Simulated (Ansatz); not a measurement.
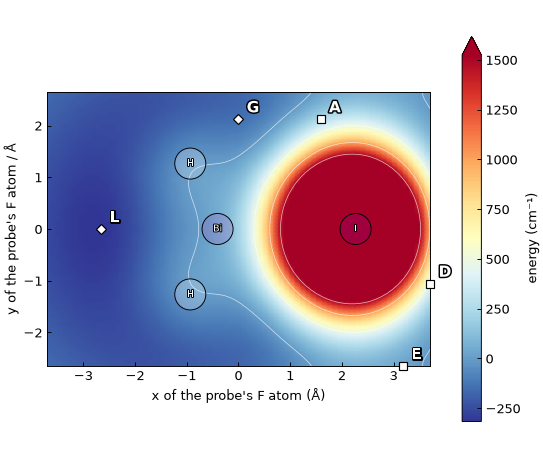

BiH₂I with the probe HF. The probe is moved over a plane parallel to the molecule's main plane, 2.64 Å above it. The first coordinate is: x of the probe's F atom; the second: y of the probe's F atom. Nothing is relaxed (molecule and probe rigid, the probe upright with F nearest the plane). The grid has 15 × 11 points; 90 points were computed and 75 follow by symmetry. All energies are given in cm⁻¹ relative to molecule and probe far apart, each relaxed in its own basis (no counterpoise correction). Computed with RKS PBE0-D4/def2-SVPD in Ansatz 0.2.0.

Drawn: a smooth colour map with a few white contour lines, labelled circles for the molecule's atoms, projected on the plane, one colour for all values above the top of the scale, lettered points. Between grid points the surface is interpolated.

> Is G the lowest point of the computed grid?

No. G lies 175 cm⁻¹ above the lowest grid point, which is at x of the probe's F atom = −2.65 Å, y of the probe's F atom = 0.00 Å.

> What kind of point is each of A, G, L: minimum, saddle, maximum or slope?

A: on a slope; G: on a slope; L: minimum. (In these two coordinates alone; a stationary point may lie a little off the grid point.)

> Rank the lettered points by energy, lowest first.

L (−314 cm⁻¹), G (−140 cm⁻¹), E (33 cm⁻¹), A (260 cm⁻¹), D (458 cm⁻¹).
